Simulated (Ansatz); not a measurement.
# Preparing In6WO12 (R-3) as a host crystal, part 3 of 4

Aim: the runs on the perfect crystal In6WO12 (R-3) that a defect calculation needs first.

Ansatz 0.2.0; plane-wave PAW DFT, PBEsol; relaxation of the host's cell and atoms (the session's first sound run).

So far. Step 3 (Dielectric tensors of the host): The principal values of the electronic dielectric tensor are 5.24, 5.58 and 5.58. The principal values of the static dielectric tensor are 19.21, 50.41 and 50.41.

**6. Defect free supercell relaxed from its symmetric sites**

This cell, the one that will hold the defects, is built from the relaxed host. Its coarser k-points can move the atoms a little, so it is relaxed from the symmetric sites, as the reference for the test of stability.

This step: plane-wave PAW DFT, PBEsol; relaxation of the defect-free supercell from its symmetric sites (Ansatz 0.2.0).

Contents of pristine.symmetric/input.yaml:

```yaml
crystal:
  lattice:
    - [9.519876515, 0.0, 0.0]
    - [-4.7599382575, 8.2444549029, 4.6e-08]
    - [0.0, -4.99e-08, 8.9494161692]
  atoms:
    - { symbol: In, position: [0.1170731738, 0.4170090831, 0.0224646665] }
    - { symbol: In, position: [0.4504065071, 0.0836757498, 0.6891313332] }
    - { symbol: In, position: [0.7837398405, 0.7503424164, 0.3557979998] }
    - { symbol: In, position: [0.2999359093, 0.8829268262, 0.0224646665] }
    - { symbol: In, position: [0.6332692426, 0.5495934929, 0.6891313332] }
    - { symbol: In, position: [0.966602576, 0.2162601595, 0.3557979998] }
    - { symbol: In, position: [0.2496575836, 0.033397424, 0.3557979998] }
    - { symbol: In, position: [0.5829909169, 0.7000640907, 0.0224646665] }
    - { symbol: In, position: [0.9163242502, 0.3667307574, 0.6891313332] }
    - { symbol: In, position: [0.2162601595, 0.2496575836, 0.6442020002] }
    - { symbol: In, position: [0.5495934929, 0.9163242502, 0.3108686668] }
    - { symbol: In, position: [0.8829268262, 0.5829909169, 0.9775353335] }
    - { symbol: In, position: [0.033397424, 0.7837398405, 0.6442020002] }
    - { symbol: In, position: [0.3667307574, 0.4504065071, 0.3108686668] }
    - { symbol: In, position: [0.7000640907, 0.1170731738, 0.9775353335] }
    - { symbol: In, position: [0.0836757498, 0.6332692426, 0.3108686668] }
    - { symbol: In, position: [0.4170090831, 0.2999359093, 0.9775353335] }
    - { symbol: In, position: [0.7503424164, 0.966602576, 0.6442020002] }
    - { symbol: W, position: [0.0, 0.0, 0.0] }
    - { symbol: W, position: [0.3333333333, 0.6666666667, 0.6666666667] }
    - { symbol: W, position: [0.6666666667, 0.3333333333, 0.3333333333] }
    - { symbol: O, position: [0.1339617331, 0.4478814076, 0.2718562262] }
    - { symbol: O, position: [0.4672950664, 0.1145480743, 0.9385228929] }
    - { symbol: O, position: [0.8006283997, 0.781214741, 0.6051895596] }
    - { symbol: O, position: [0.3139196746, 0.8660382669, 0.2718562262] }
    - { symbol: O, position: [0.6472530079, 0.5327049336, 0.9385228929] }
    - { symbol: O, position: [0.9805863412, 0.1993716003, 0.6051895596] }
    - { symbol: O, position: [0.218785259, 0.0194136588, 0.6051895596] }
    - { symbol: O, position: [0.5521185924, 0.6860803254, 0.2718562262] }
    - { symbol: O, position: [0.8854519257, 0.3527469921, 0.9385228929] }
    - { symbol: O, position: [0.1993716003, 0.218785259, 0.3948104404] }
    - { symbol: O, position: [0.5327049336, 0.8854519257, 0.0614771071] }
    - { symbol: O, position: [0.8660382669, 0.5521185924, 0.7281437738] }
    - { symbol: O, position: [0.0194136588, 0.8006283997, 0.3948104404] }
    - { symbol: O, position: [0.3527469921, 0.4672950664, 0.0614771071] }
    - { symbol: O, position: [0.6860803254, 0.1339617331, 0.7281437738] }
    - { symbol: O, position: [0.1145480743, 0.6472530079, 0.0614771071] }
    - { symbol: O, position: [0.4478814076, 0.3139196746, 0.7281437738] }
    - { symbol: O, position: [0.781214741, 0.9805863412, 0.3948104404] }
    - { symbol: O, position: [0.1733152728, 0.4902681715, 0.7856285023] }
    - { symbol: O, position: [0.5066486061, 0.1569348382, 0.452295169] }
    - { symbol: O, position: [0.8399819394, 0.8236015049, 0.1189618357] }
    - { symbol: O, position: [0.1569348382, 0.6502862321, 0.547704831] }
    - { symbol: O, position: [0.4902681715, 0.3169528988, 0.2143714977] }
    - { symbol: O, position: [0.8236015049, 0.9836195654, 0.8810381643] }
    - { symbol: O, position: [0.0163804346, 0.8399819394, 0.8810381643] }
    - { symbol: O, position: [0.3497137679, 0.5066486061, 0.547704831] }
    - { symbol: O, position: [0.6830471012, 0.1733152728, 0.2143714977] }
    - { symbol: O, position: [0.1600180606, 0.1763984951, 0.8810381643] }
    - { symbol: O, position: [0.4933513939, 0.8430651618, 0.547704831] }
    - { symbol: O, position: [0.8266847272, 0.5097318285, 0.2143714977] }
    - { symbol: O, position: [0.1763984951, 0.0163804346, 0.1189618357] }
    - { symbol: O, position: [0.5097318285, 0.6830471012, 0.7856285023] }
    - { symbol: O, position: [0.8430651618, 0.3497137679, 0.452295169] }
    - { symbol: O, position: [0.3169528988, 0.8266847272, 0.7856285023] }
    - { symbol: O, position: [0.6502862321, 0.4933513939, 0.452295169] }
    - { symbol: O, position: [0.9836195654, 0.1600180606, 0.1189618357] }
basis:
  ecutwfc: 420
  xc_grid: 2
hamiltonian:
  xc: pbesol
kpoints:
  mp_grid: { grid: [1, 1, 1], shift: [0.25, 0.25, 0.25] }
scf:
  occupations: { method: fermi_dirac, width: 0.01 }
  max_iter: 80
output:
  forces: true
relax:
  f_tol: 0.01
  max_steps: 60
  escape_saddle: false
checkpoint:
  write: "../pristine.symmetric.run"
  compress: false
  write_wavefunctions: false
  write_every: 100000
```

Command:

```console
> ansatz run input.yaml --threads 4 --pin off --max-ram 7536MiB --backend cpu --events-out ev --progress --plain --runs-dir out
```

Numbers of over 12 decimals in the logs are rounded to 6 here.

The program printed:

```text
[...]
Crystal: 57 atoms, lattice volume = 702.406 Å³
Basis set: ecut = 420 eV, 13709 PW (Γ), exchange–correlation on 128×128×120 points (8 copies of the dense FFT grid, shifted against one another)
Bands: 303, of which v1, the nominal top of the filled ones, is band 246 counted from 1 (245 counted from 0)
Symmetry: 6 space group operations
k-points: 1
[...]
SCF iter   1: F=—  HF=-150425.439820 eV  |F-HF|=—  |Δ(HF+E_count)|=         —  Δρ=1.68e-2  dr2=1.60e0  ethr=1.77e-3  ⟨swp⟩=6.0  Hψ=1233  notcnv=0
[...]
SCF iter   8: F=-150425.019857 eV  HF=-150425.019858 eV  |F-HF|=5.54e-7  |Δ(HF+E_count)|=   3.73e-6  Δρ=1.24e-5  dr2=9.30e-7  ethr=5.08e-10  ⟨swp⟩=4.0  Hψ=878  notcnv=0
SCF 1 converged in 8 iterations: F = -150425.019857 eV  dr2 = 9.30e-7
[...]
relax step   1: F+E_penalty+E_count = -150425.01985702 eV  Δ(F+E_penalty+E_count) = +0.000e0 eV  max|allowed force component| = 3.736e-2 eV/Å  Δτ_max = 0.0000 Å  (8 SCF iters, dr2 threshold 2.50e-6 eV, accepted)
[...]
relax step   2: F+E_penalty+E_count = -150425.02222352 eV  Δ(F+E_penalty+E_count) = -2.367e-3 eV  max|allowed force component| = 2.161e-2 eV/Å  Δτ_max = 0.0078 Å  (7 SCF iters, accepted)
relax step   3: F+E_penalty+E_count = -150425.02331730 eV  Δ(F+E_penalty+E_count) = -1.094e-3 eV  max|allowed force component| = 1.137e-2 eV/Å  Δτ_max = 0.0048 Å  (7 SCF iters, accepted)
SCF iter   1: F=—  HF=-150425.023349 eV  |F-HF|=—  |Δ(HF+E_count)|=         —  Δρ=2.88e-4  dr2=3.39e-4  ethr=7.38e-7  ⟨swp⟩=3.0  Hψ=604  notcnv=0  defer=47
[...]
SCF iter   6: F=-150425.023546 eV  HF=-150425.023546 eV  |F-HF|=2.04e-9  |Δ(HF+E_count)|=   1.72e-8  Δρ=2.85e-6  dr2=5.14e-8  ethr=2.03e-11  ⟨swp⟩=5.0  Hψ=908  notcnv=0
SCF 4 converged in 6 iterations: F = -150425.023546 eV  dr2 = 5.14e-8
relax step   4: F+E_penalty+E_count = -150425.02354559 eV  Δ(F+E_penalty+E_count) = -2.283e-4 eV  max|allowed force component| = 3.236e-3 eV/Å  Δτ_max = 0.0038 Å  (6 SCF iters, accepted)
SCF converged after 6 iterations
Free energy (F): -150425.023546 eV
[...]
Internal energy: -150425.023546 eV  (E = F + TS)
E sigma→0 (E₀):  -150425.023546 eV
Fermi energy:    10.512336 eV
[...]
--- Forces (eV/Å), atoms counted from 1 ---
  atom   1  In    -0.00259404     0.00041200    -0.00124604
  atom   2  In    -0.00259404     0.00041200    -0.00124604
  atom   3  In    -0.00259404     0.00041200    -0.00124604
  atom   4  In    -0.00215760    -0.00188397    -0.00000667
  atom   5  In    -0.00215760    -0.00188397    -0.00000667
  atom   6  In    -0.00215760    -0.00188397    -0.00000667
  atom   7  In     0.00212063    -0.00167265     0.00247027
  atom   8  In     0.00212063    -0.00167265     0.00247027
  atom   9  In     0.00212063    -0.00167265     0.00247027
  atom  10  In     0.00259404    -0.00041200     0.00124604
  atom  11  In     0.00259404    -0.00041200     0.00124604
  atom  12  In     0.00259404    -0.00041200     0.00124604
  atom  13  In     0.00215760     0.00188397     0.00000667
  atom  14  In     0.00215760     0.00188397     0.00000667
  atom  15  In     0.00215760     0.00188397     0.00000667
  atom  16  In    -0.00212063     0.00167265    -0.00247027
  atom  17  In    -0.00212063     0.00167265    -0.00247027
  atom  18  In    -0.00212063     0.00167265    -0.00247027
  atom  19  W      0.00000000     0.00000000     0.00000000
  atom  20  W      0.00000000     0.00000000     0.00000000
  atom  21  W      0.00000000     0.00000000     0.00000000
  atom  22  O     -0.00104937     0.00015735    -0.00064973
  atom  23  O     -0.00104937     0.00015735    -0.00064973
  atom  24  O     -0.00104937     0.00015735    -0.00064973
  atom  25  O      0.00323637     0.00120482     0.00086107
  atom  26  O      0.00323637     0.00120482     0.00086107
  atom  27  O      0.00323637     0.00120482     0.00086107
  atom  28  O      0.00212631     0.00029952     0.00130702
  atom  29  O      0.00212631     0.00029952     0.00130702
  atom  30  O      0.00212631     0.00029952     0.00130702
  atom  31  O      0.00104937    -0.00015735     0.00064973
  atom  32  O      0.00104937    -0.00015735     0.00064973
  atom  33  O      0.00104937    -0.00015735     0.00064973
  atom  34  O     -0.00323637    -0.00120482    -0.00086107
  atom  35  O     -0.00323637    -0.00120482    -0.00086107
  atom  36  O     -0.00323637    -0.00120482    -0.00086107
  atom  37  O     -0.00212631    -0.00029952    -0.00130702
  atom  38  O     -0.00212631    -0.00029952    -0.00130702
  atom  39  O     -0.00212631    -0.00029952    -0.00130702
  atom  40  O     -0.00077818    -0.00283535    -0.00033292
[...]
atom  46  O      0.00032639     0.00072257     0.00163896
  atom  47  O      0.00032639     0.00072257     0.00163896
  atom  48  O      0.00032639     0.00072257     0.00163896
  atom  49  O      0.00077818     0.00283535     0.00033292
  atom  50  O      0.00077818     0.00283535     0.00033292
  atom  51  O      0.00077818     0.00283535     0.00033292
  atom  52  O     -0.00090481     0.00146628    -0.00260255
  atom  53  O     -0.00090481     0.00146628    -0.00260255
  atom  54  O     -0.00090481     0.00146628    -0.00260255
  atom  55  O     -0.00032639    -0.00072257    -0.00163896
  atom  56  O     -0.00032639    -0.00072257    -0.00163896
  atom  57  O     -0.00032639    -0.00072257    -0.00163896
  max |Σ_I F_I| component: 3.25e-18 eV/Å
--- Relaxed structure (4 steps of the walk, 4 accepted, 0 SCFs on fresh bases) ---
  F+E_penalty+E_count = -150425.02354559 eV   max|allowed force component| = 3.236e-3 eV/Å
  atoms:
    - { symbol: In, position: [0.116906, 0.417188, 0.022598] }
    - { symbol: In, position: [0.450240, 0.083855, 0.689265] }
    - { symbol: In, position: [0.783573, 0.750522, 0.355932] }
    - { symbol: In, position: [0.300507, 0.882920, 0.022644] }
    - { symbol: In, position: [0.633840, 0.549587, 0.689311] }
    - { symbol: In, position: [0.967174, 0.216253, 0.355978] }
    - { symbol: In, position: [0.249532, 0.033030, 0.355998] }
    - { symbol: In, position: [0.582865, 0.699697, 0.022665] }
    - { symbol: In, position: [0.916198, 0.366364, 0.689332] }
    - { symbol: In, position: [0.216427, 0.249478, 0.644068] }
    - { symbol: In, position: [0.549760, 0.916145, 0.310735] }
    - { symbol: In, position: [0.883094, 0.582812, 0.977402] }
    - { symbol: In, position: [0.032826, 0.783747, 0.644022] }
    - { symbol: In, position: [0.366160, 0.450413, 0.310689] }
    - { symbol: In, position: [0.699493, 0.117080, 0.977356] }
    - { symbol: In, position: [0.083802, 0.633636, 0.310668] }
    - { symbol: In, position: [0.417135, 0.300303, 0.977335] }
    - { symbol: In, position: [0.750468, 0.966970, 0.644002] }
    - { symbol: W, position: [0, 0, 0] }
    - { symbol: W, position: [0.333333, 0.666667, 0.666667] }
    - { symbol: W, position: [0.666667, 0.333333, 0.333333] }
    - { symbol: O, position: [0.133779, 0.448108, 0.272286] }
    - { symbol: O, position: [0.467112, 0.114774, 0.938952] }
    - { symbol: O, position: [0.800445, 0.781441, 0.605619] }
    - { symbol: O, position: [0.314201, 0.866032, 0.272094] }
    - { symbol: O, position: [0.647534, 0.532698, 0.938761] }
    - { symbol: O, position: [0.980868, 0.199365, 0.605428] }
    - { symbol: O, position: [0.218438, 0.019344, 0.605863] }
    - { symbol: O, position: [0.551772, 0.686010, 0.272529] }
    - { symbol: O, position: [0.885105, 0.352677, 0.939196] }
    - { symbol: O, position: [0.199555, 0.218559, 0.394381] }
    - { symbol: O, position: [0.532888, 0.885226, 0.061048] }
    - { symbol: O, position: [0.866221, 0.551892, 0.727714] }
    - { symbol: O, position: [0.019132, 0.800635, 0.394572] }
    - { symbol: O, position: [0.352466, 0.467302, 0.061239] }
    - { symbol: O, position: [0.685799, 0.133968, 0.727906] }
    - { symbol: O, position: [0.114895, 0.647323, 0.060804] }
    - { symbol: O, position: [0.448228, 0.313990, 0.727471] }
    - { symbol: O, position: [0.781562, 0.980656, 0.394137] }
    - { symbol: O, position: [0.172444, 0.490669, 0.785715] }
    - { symbol: O, position: [0.505777, 0.157336, 0.452381] }
    - { symbol: O, position: [0.839110, 0.824002, 0.119048] }
    - { symbol: O, position: [0.157942, 0.652154, 0.547447] }
    - { symbol: O, position: [0.491275, 0.318820, 0.214114] }
    - { symbol: O, position: [0.824609, 0.985487, 0.880780] }
    - { symbol: O, position: [0.014997, 0.839446, 0.880859] }
    - { symbol: O, position: [0.348331, 0.506112, 0.547525] }
    - { symbol: O, position: [0.681664, 0.172779, 0.214192] }
    - { symbol: O, position: [0.160890, 0.175998, 0.880952] }
    - { symbol: O, position: [0.494223, 0.842664, 0.547619] }
    - { symbol: O, position: [0.827556, 0.509331, 0.214285] }
    - { symbol: O, position: [0.175391, 0.014513, 0.119220] }
    - { symbol: O, position: [0.508725, 0.681180, 0.785886] }
    - { symbol: O, position: [0.842058, 0.347846, 0.452553] }
    - { symbol: O, position: [0.318336, 0.827221, 0.785808] }
    - { symbol: O, position: [0.651669, 0.493888, 0.452475] }
    - { symbol: O, position: [0.985003, 0.160554, 0.119141] }
```

Run time: 21 s. Hardware: 4 threads of Arm Neoverse V1, shared host; peak memory 1.4 GiB; 80 s of CPU time.

The steps of the relaxation:

```
step  energy less that of the first step (eV)  largest force component (eV/Å)
   1                                   0.0000                          0.0374
   2                                  -0.0024                          0.0216
   3                                  -0.0035                          0.0114
   4                                  -0.0037                          0.0032
```

The run keeps the 6 symmetry operations that it works with, so distortions that break them were not tested.

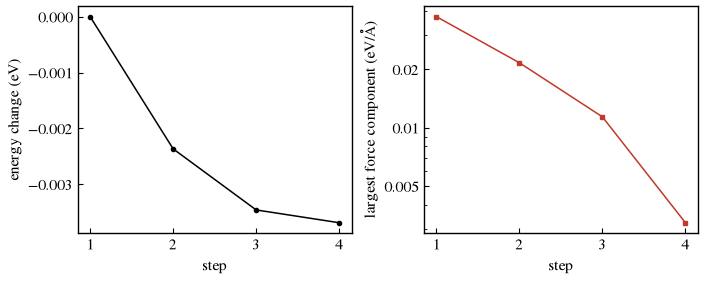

Energy and largest force along the relaxation.

The atoms that moved most (Å):

```
atom      dx      dy      dz  length
 O52  -0.001  -0.015   0.002   0.016
 O45   0.001   0.015  -0.002   0.016
 O54  -0.001  -0.015   0.002   0.016
 O43   0.001   0.015  -0.002   0.016
 O44   0.001   0.015  -0.002   0.016
 O53  -0.001  -0.015   0.002   0.016
 O57   0.011   0.004   0.002   0.012
 O46  -0.011  -0.004  -0.002   0.012
```

First to last step the energy falls by 0.004 eV; the largest move, 0.016 Å, is that of O52 and 5 other atoms alike.

(Part 3 of 4 ends here.)

[Logs are printed without paths, hosts, clocks, repeated set-up lines and the standing remarks that a program may print on its own settings, such as how far it seeks lower states.]

[Hosts, paths, dates, database ids (printed as entryN), source tags and the programs' standing remarks are cut or masked in the printed files.]

[Runs of the host that timed out are not shown.]

[For some hosts the program warned that the k-mesh of the response run may be too coarse for force constants and the static dielectric constant; such warnings are not always shown.]

[The program warned that the k-mesh of a response run behind this text may be too coarse: force constants, and the static dielectric constant and all else formed from them, are not shown converged.]
